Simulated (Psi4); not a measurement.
# SnH2F2 (SMILES [F][SnH2][F]) at HSE06/def2-SVP (core potential)

What is the vertical ionisation energy of SnH2F2 at HSE06/def2-SVP (core potential)? 

Program for the calculation: Psi4 1.11.

## Step 1: Starting point

SnH2F2 has 5 atoms, charge 0, and is taken as a singlet. SMILES: `[F][SnH2][F]`. Geometry: relaxed at PBE0-D4/def2-TZVP.

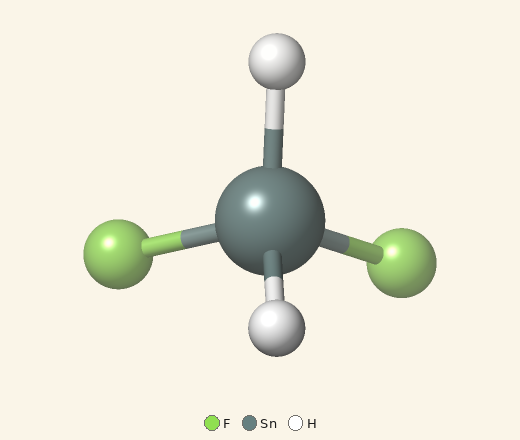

Viewed from a chosen angle; fluorine green, tin teal, hydrogen white.

## Step 2: Energy and forces at HSE06/def2-SVP (core potential)

The input, f2h2sn.xyz:

```xyz
5
F2H2Sn
F     -0.343500    -0.356300     1.741400
Sn     0.128900    -0.073200    -0.086200
F     -1.231200     1.110700    -0.712400
H     -0.087400    -1.547100    -0.889100
H      1.583200     0.792100    -0.095000
```

The input, f2h2sn.py:

```python
import psi4

psi4.set_memory('2200 MB')
psi4.set_num_threads(1)
psi4.set_output_file('output.dat', False)

with open('f2h2sn.xyz') as f:
    atoms = ''.join(f.readlines()[2:])
molecule = psi4.geometry('0 1\n' + atoms + 'symmetry c1')

options = {'basis': 'def2-SVP', 'puream': True, 'e_convergence': 1e-09, 'd_convergence': 1e-08, 'scf_type': 'pk', 'dft_radial_points': 99, 'dft_spherical_points': 590}
psi4.set_options(options)

E, wfn = psi4.gradient("HSE06", return_wfn=True)
psi4.oeprop(wfn, "QUADRUPOLE", "WIBERG_LOWDIN_INDICES", "DIPOLE", title="HSE06")
print('gradient / Eh bohr^-1')
print(E.np.round(6))
print(f'energy = {wfn.energy():.10f} Eh')
```

The run is started by

```
$ python f2h2sn.py
```

output.dat:

```text
[...]
    !!!  WARNING: ECP capability is in beta. Please check occupations closely.  !!!
[...]
  Running in c1 symmetry.
[...]
  Nuclear repulsion =  144.609737025789201
[...]
  Multiplicity = 1
[...]
  Nalpha       = 21
  Nbeta        = 21
[...]
    Number of basis functions: 64
[...]
   @RKS iter   1:  -414.76348806925841   -1.52352e+00   9.06505e-03 DIIS/ADIIS
[...]
   @RKS iter  11:  -414.88179287461600   -1.72804e-11   1.34059e-09 DIIS
[...]
    Orbital Energies [Eh]
    ---------------------
    Doubly Occupied:
       1A    -24.714085     2A    -24.714059     3A     -5.181080
       4A     -3.516225     5A     -3.515034     6A     -3.511873
       7A     -1.155206     8A     -1.142091     9A     -1.079765
      10A     -1.078639    11A     -1.076775    12A     -1.059977
      13A     -1.037489    14A     -0.544607    15A     -0.417403
      16A     -0.415114    17A     -0.411425    18A     -0.378014
      19A     -0.372927    20A     -0.370255    21A     -0.341034
[...]
  @RKS Final Energy:  -414.88179287461600
   => Energetics <=
    Nuclear Repulsion Energy =            144.6097370257892010
    One-Electron Energy =                -944.9814894860041932
    Two-Electron Energy =                 416.2800869778776018
    DFT Exchange-Correlation Energy =     -30.7901273922785634
    Empirical Dispersion Energy =           0.0000000000000000
    VV10 Nonlocal Energy =                  0.0000000000000000
    Total Energy =                       -414.8817928746159964
[...]
  -Total Gradient:
     Atom            X                  Y                   Z
    ------   -----------------  -----------------  -----------------
       1        0.002845229914     0.001859276337    -0.011465637096
       2       -0.009019090299     0.004429287691     0.005935568154
       3        0.008440217229    -0.007401422366     0.004044010011
       4        0.000033025277     0.002406814766     0.001427385835
       5       -0.002528334536    -0.001181280339     0.000208514858
[...]
 Multipole Moments:
 ------------------------------------------------------------------------------------
     Multipole            Electronic (a.u.)      Nuclear  (a.u.)        Total (a.u.)
 ------------------------------------------------------------------------------------
 L = 1.  Multiply by 2.5417464519 to convert [e a0] to [Debye]
 Dipole X            :         13.1986868          -12.1669827            1.0317041
 Dipole Y            :         -6.4879961            5.9808578           -0.5071383
 Dipole Z            :         -8.6530095            7.9766790           -0.6763305
 Magnitude           :                                                    1.3338011
 L = 2.  Multiply by 1.3450342976 to convert [e a0^2] to [Debye ang]
 Quadrupole XX       :        -84.4066329           58.0855515          -26.3210814
 Quadrupole XY       :         35.0707490          -33.8280895            1.2426595
[...]
```

Standard output:

```text
gradient / Eh bohr^-1
[[ 2.8450e-03  1.8590e-03 -1.1466e-02]
 [-9.0190e-03  4.4290e-03  5.9360e-03]
 [ 8.4400e-03 -7.4010e-03  4.0440e-03]
 [ 3.3000e-05  2.4070e-03  1.4270e-03]
 [-2.5280e-03 -1.1810e-03  2.0900e-04]]
energy = -414.8817928746 Eh
```

It took 55 s on 1 thread of Intel Xeon at 2.50GHz (Skylake/Cascade Lake), shared host; peak memory 0.67 GiB.

## Step 3: The doublet cation: the energy at UHSE06/def2-SVP (core potential)

The input, f2h2sn.dat:

```
memory 2200 MB

molecule {
  1 2
  F     -0.343500    -0.356300     1.741400
  Sn     0.128900    -0.073200    -0.086200
  F     -1.231200     1.110700    -0.712400
  H     -0.087400    -1.547100    -0.889100
  H      1.583200     0.792100    -0.095000
  units angstrom
  symmetry c1
}

set basis def2-SVP
set reference uks
set puream true
set e_convergence 1e-09
set d_convergence 1e-08
set scf_type pk
set dft_radial_points 99
set dft_spherical_points 590
set maxiter 100

energy('hse06')
```

The run is started by

```
$ psi4 f2h2sn.dat f2h2sn.out -n 1
```

f2h2sn.out:

```text
[...]
    !!!  WARNING: ECP capability is in beta. Please check occupations closely.  !!!
[...]
  Running in c1 symmetry.
[...]
  Nuclear repulsion =  144.609737025789201
[...]
  Multiplicity = 2
[...]
  Nalpha       = 21
  Nbeta        = 20
[...]
    Number of basis functions: 64
[...]
   @UKS iter   1:  -414.30981527163851   -1.06985e+00   8.47033e-03 DIIS/ADIIS
[...]
   @UKS iter  17:  -414.43664903488610   -3.92220e-12   9.36034e-09 DIIS
[...]
   @S^2 Observed:                7.654044174E-01
[...]
    Orbital Energies [Eh]
    ---------------------
    Alpha Occupied:
       1A    -25.000204     2A    -25.000178     3A     -5.460736
       4A     -3.794747     5A     -3.793743     6A     -3.793321
       7A     -1.432180     8A     -1.419892     9A     -1.361676
      10A     -1.355921    11A     -1.355125    12A     -1.340585
      13A     -1.313551    14A     -0.821573    15A     -0.702383
      16A     -0.681867    17A     -0.681524    18A     -0.664943
      19A     -0.640765    20A     -0.638846    21A     -0.638056
    Alpha Virtual:
      22A     -0.305033    23A     -0.263853    24A     -0.248687
      25A     -0.157831    26A     -0.077365    27A     -0.038954
[...]
  @UKS Final Energy:  -414.43664903488610
   => Energetics <=
    Nuclear Repulsion Energy =            144.6097370257892010
    One-Electron Energy =                -933.4741540641476831
    Two-Electron Energy =                 404.9005705059469733
    DFT Exchange-Correlation Energy =     -30.4728025024745577
    Empirical Dispersion Energy =           0.0000000000000000
    VV10 Nonlocal Energy =                  0.0000000000000000
    Total Energy =                       -414.4366490348861021
[...]
 Multipole Moments:
 ------------------------------------------------------------------------------------
     Multipole            Electronic (a.u.)      Nuclear  (a.u.)        Total (a.u.)
 ------------------------------------------------------------------------------------
 L = 1.  Multiply by 2.5417464519 to convert [e a0] to [Debye]
 Dipole X            :         13.5620254          -12.1669827            1.3950427
 Dipole Y            :         -6.6666254            5.9808578           -0.6857676
 Dipole Z            :         -8.8913619            7.9766790           -0.9146829
 Magnitude           :                                                    1.8036258
[...]
```

It took 72 s on 1 thread of Intel Xeon at 2.50GHz (Skylake/Cascade Lake), shared host; peak memory 0.68 GiB.

## Step 4: Summary of results

At HSE06/def2-SVP (core potential):

| quantity | value |
| --- | --- |
| singlet SnH2F2: total energy | -414.88179 Eh |
| singlet SnH2F2: dipole moment | 3.39 D |
| singlet SnH2F2: HOMO energy | -9.28 eV |
| singlet SnH2F2: LUMO energy | -1.04 eV |
| singlet SnH2F2: HOMO–LUMO gap | 8.24 eV |
| singlet SnH2F2: largest force on an atom | 0.615 eV/Å |
| doublet cation: total energy | -414.43665 Eh |
| doublet cation: HOMO energy (highest over α and β) | -16.47 eV |
| doublet cation: LUMO energy (lowest over α and β) | -14.93 eV |
| doublet cation: ⟨S²⟩ | 0.765 |
| vertical ionisation energy (to the doublet cation) | 12.113 eV |

The vertical ionisation energy comes to 12.11 eV (279 kcal/mol). The largest force (singlet SnH2F2) is 0.61 eV/Å: the shape isn't a stationary point for this species at this level. The negative HOMO energy of the first species, 9.28 eV, lies 2.83 eV below that difference.
